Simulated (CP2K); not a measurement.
# CH5AlF− (SMILES F[CH2][AlH3-]): PM3

Aim: the energy change on altering one bond length of CH5AlF− at PM3, from 2 runs. 

The calculation is run with CP2K 2026.2.

2 further runs of the same task are left out: 2 that didn't finish.

**1. The structure to begin with**

CH5AlF− has 8 atoms, charge -1, and is taken as a singlet. SMILES: `F[CH2][AlH3-]`. Geometry: a GFN2-xTB relaxation, a rough one for these elements and not checked as a minimum.

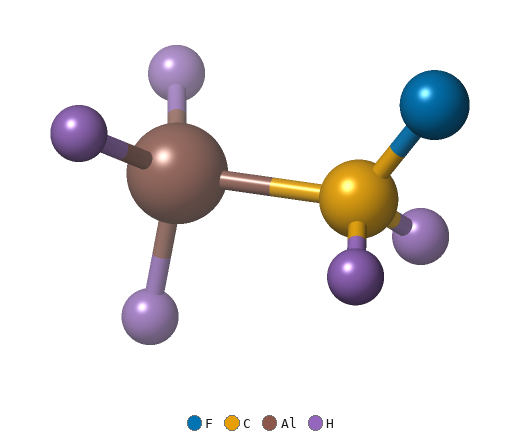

The structure, seen from a chosen angle (fluorine blue, carbon amber, aluminium brown, hydrogen purple).

**2. Energy and gradient at PM3**

Input file run.inp:

```
&GLOBAL
  PROJECT_NAME run
  RUN_TYPE ENERGY_FORCE
  PRINT_LEVEL MEDIUM
&END GLOBAL

&FORCE_EVAL
  METHOD Quickstep
  &DFT
    CHARGE -1
    &QS
      METHOD PM3
      EPS_DEFAULT 1.0E-10
      &SE
        &COULOMB
          CUTOFF [angstrom] 50
          RC_RANGE [angstrom] 0
        &END COULOMB
        &EXCHANGE
          CUTOFF [angstrom] 50
          RC_RANGE [angstrom] 0
        &END EXCHANGE
      &END SE
    &END QS
    ! cluster boundary conditions
    &POISSON
      PERIODIC NONE
      POISSON_SOLVER ANALYTIC
    &END POISSON
    ! SCF settings
    &SCF
      SCF_GUESS ATOMIC
      EPS_SCF 1.0E-06
      MAX_SCF 100
      ADDED_MOS 2
      &DIAGONALIZATION
        ALGORITHM STANDARD
      &END DIAGONALIZATION
      &MIXING
        METHOD DIRECT_P_MIXING
        ALPHA 0.4
      &END MIXING
    &END SCF
    &PRINT
      &MOMENTS
        PERIODIC F
        REFERENCE COM
        MAX_MOMENT 1
      &END MOMENTS
      &MO ON
        ENERGIES T
        OCCUPATION_NUMBERS T
        NDIGITS 6
        &EACH
          QS_SCF 0
        &END EACH
        ADD_LAST NUMERIC
      &END MO
      &HIRSHFELD OFF
      &END HIRSHFELD
    &END PRINT
  &END DFT
  ! structure
  &SUBSYS
    &CELL
      ABC 15.1 15 15.9
      PERIODIC NONE
    &END CELL
    &COORD
      F     -1.338990     1.360100    -1.094240
      C     -0.580710     0.193470    -0.820250
      Al     0.577840    -0.143880     0.865850
      H      0.062250     0.084280    -1.716300
      H     -1.320360    -0.626150    -0.914260
      H     -0.315250    -0.170740     2.199610
      H      1.142260    -1.618890     0.501480
      H      1.772960     0.921800     0.978110
    &END COORD
    &TOPOLOGY
      &CENTER_COORDINATES
      &END CENTER_COORDINATES
    &END TOPOLOGY
  &END SUBSYS
  ! extra output
  &PRINT
    &FORCES ON
    &END FORCES
  &END PRINT
&END FORCE_EVAL
```

Run with:

```
OMP_NUM_THREADS=1 cp2k.psmp -i run.inp -o run.out
```

The log of the run:

```text
CP2K| version string:                                       CP2K version 2026.2
[...]
 GLOBAL| Method name                                                        CP2K
[...]
 GLOBAL| Run type                                                   ENERGY_FORCE
[...]
                             - Atoms:                                          8
[...]
                             - Spherical basis functions:                     17
[...]
 Number of electrons:                                                         20
[...]
     1 P_Mix/Diag. 0.40E+00    0.0     0.75125267       -21.8512651833 -2.19E+01
[...]
    17 DIIS/Diag.  0.39E-06    0.0     0.00000092       -25.1926773209 -2.33E-11
  *** SCF run converged in    17 steps ***
  Core-core repulsion energy [eV]:                            788.02266469750020
  Core Hamiltonian energy [eV]:                             -1132.22614526657503
  Two-electron integral energy [eV]:                         -682.64826476889948
  Electronic energy [eV]:                                   -1473.55027765102454
  Total energy [eV]:                                         -685.52761295352445
  Atomic reference energy [eV]:                               683.95188732376494
  Heat of formation [kcal/mol]:                               -36.33709913400008
[...]
 SE_DIPOLE| Moment [Debye]          2.31926105      -0.84398548       3.23169283
 SE_DIPOLE| Derivative [a.u.]       0.00000000       0.00000000       0.00000000
 ENERGY| Total FORCE_EVAL ( QS ) energy [hartree]            -25.192677320907734
 FORCES| Atomic forces [hartree/bohr]
 FORCES|   Atom     x               y               z               |f|
 FORCES|      1  3.45106024E-02 -4.51338416E-02  1.95763735E-02   6.00939242E-02
 FORCES|      2 -3.12809207E-02  3.14292602E-02 -2.64775854E-02   5.16464609E-02
 FORCES|      3 -8.27236978E-03  6.71186514E-04 -1.37568669E-02   1.60665485E-02
 FORCES|      4 -2.61973809E-04  2.80047840E-03  1.16916814E-02   1.20252535E-02
 FORCES|      5  6.74641466E-03  6.33674822E-03  7.75574041E-03   1.20755951E-02
 FORCES|      6  9.02757727E-03 -4.83105606E-04 -8.08654458E-03   1.21294165E-02
 FORCES|      7 -2.80231523E-03  1.35354597E-02  7.55875394E-03   1.57542503E-02
 FORCES|      8 -7.66701476E-03 -9.15618587E-03  1.73844763E-03   1.20681836E-02
 FORCES| Sum     4.02455846E-16 -1.94289029E-16  0.00000000E+00
 FORCES| Total atomic force                                       4.46899245E-16
[...]
```

It took 0.22 s on 1 thread of Arm Neoverse V2, shared host.

**3. The distorted shape**

Edit run.inp of step 2 so:

```diff
@@ -1,3 +1,3 @@
 &GLOBAL
-  PROJECT_NAME run
+  PROJECT run
   RUN_TYPE ENERGY_FORCE
@@ -7,3 +7,3 @@
 &FORCE_EVAL
-  METHOD Quickstep
+  METHOD QS
   &DFT
@@ -24,3 +24,2 @@
     &END QS
-    ! cluster boundary conditions
     &POISSON
@@ -29,3 +28,2 @@
     &END POISSON
-    ! SCF settings
     &SCF
@@ -62,6 +60,5 @@
   &END DFT
-  ! structure
   &SUBSYS
     &CELL
-      ABC 15.1 15 15.9
+      ABC 15.3 15.2 15.9
       PERIODIC NONE
@@ -69,3 +66,3 @@
     &COORD
-      F     -1.338990     1.360100    -1.094240
+      F     -1.490671     1.593465    -1.149047
       C     -0.580710     0.193470    -0.820250
@@ -83,3 +80,2 @@
   &END SUBSYS
-  ! extra output
   &PRINT
```

Run with:

```
OMP_NUM_THREADS=1 cp2k.psmp -i run.inp -o run.out
```

The log of the run:

```text
CP2K| version string:                                       CP2K version 2026.2
[...]
 GLOBAL| Method name                                                        CP2K
[...]
 GLOBAL| Run type                                                   ENERGY_FORCE
[...]
                             - Atoms:                                          8
[...]
                             - Spherical basis functions:                     17
[...]
 Number of electrons:                                                         20
[...]
     1 P_Mix/Diag. 0.40E+00    0.0     0.76274893       -21.9966669427 -2.20E+01
[...]
    17 DIIS/Diag.  0.43E-06    0.0     0.00000094       -25.1380242963 -1.25E-11
  *** SCF run converged in    17 steps ***
  Core-core repulsion energy [eV]:                            747.68071515947474
  Core Hamiltonian energy [eV]:                             -1136.60809130978328
  Two-electron integral energy [eV]:                         -590.22610474128851
  Electronic energy [eV]:                                   -1431.72114368042730
  Total energy [eV]:                                         -684.04042852095279
  Atomic reference energy [eV]:                               683.95188732376494
  Heat of formation [kcal/mol]:                                -2.04180867461531
[...]
 SE_DIPOLE| Moment [Debye]          1.75328892      -0.14831319       2.87421458
 SE_DIPOLE| Derivative [a.u.]       0.00000000       0.00000000       0.00000000
 ENERGY| Total FORCE_EVAL ( QS ) energy [hartree]            -25.138024296261051
 FORCES| Atomic forces [hartree/bohr]
 FORCES|   Atom     x               y               z               |f|
 FORCES|      1  5.80371905E-02 -8.91783667E-02  2.11453407E-02   1.08481436E-01
 FORCES|      2 -5.13171804E-02  6.70911843E-02 -2.94423440E-02   8.94512808E-02
 FORCES|      3 -4.35335573E-03 -1.44067291E-03 -8.89258512E-03   1.00052643E-02
 FORCES|      4 -3.78628388E-03  8.08058428E-03  1.00907201E-02   1.34705019E-02
 FORCES|      5  3.07306560E-03  1.15431326E-02  6.24083204E-03   1.34772262E-02
 FORCES|      6  9.36496878E-03 -6.90293532E-04 -8.06917679E-03   1.23810646E-02
 FORCES|      7 -3.42246652E-03  1.41007957E-02  7.00727941E-03   1.61135869E-02
 FORCES|      8 -7.59593828E-03 -9.50636372E-03  1.91993362E-03   1.23189031E-02
 FORCES| Sum     1.94289029E-16  0.00000000E+00  9.71445147E-17
 FORCES| Total atomic force                                       2.17221738E-16
[...]
```

It took 0.22 s on 1 thread of Arm Neoverse V2, shared host.

**4. Summary of results**

At PM3:

```
                                                         quantity           value
                                        first shape: total energy    -25.19268 Eh
                                         first shape: HOMO energy        -5.52 eV
                                         first shape: LUMO energy         4.74 eV
                                       first shape: HOMO–LUMO gap        10.25 eV
           first shape: heat of formation at this unrelaxed shape  -36.3 kcal/mol
                            first shape: largest force on an atom      3.090 eV/Å
                                    distorted shape: total energy    -25.13802 Eh
                                     distorted shape: HOMO energy        -6.03 eV
                                     distorted shape: LUMO energy         4.43 eV
                                   distorted shape: HOMO–LUMO gap        10.46 eV
       distorted shape: heat of formation at this unrelaxed shape   -2.0 kcal/mol
                        distorted shape: largest force on an atom      5.578 eV/Å
energy change with the F1–C2 bond stretched from 1.418 to 1.702 Å        1.487 eV
```

**Reading.** With the F1–C2 bond stretched from 1.418 to 1.702 Å the energy rises by 1.49 eV (34 kcal/mol). The first shape isn't relaxed at this level, so the change isn't measured from a minimum. The largest force (first shape) is 3.09 eV/Å: the shape isn't a stationary point for this species at this level.
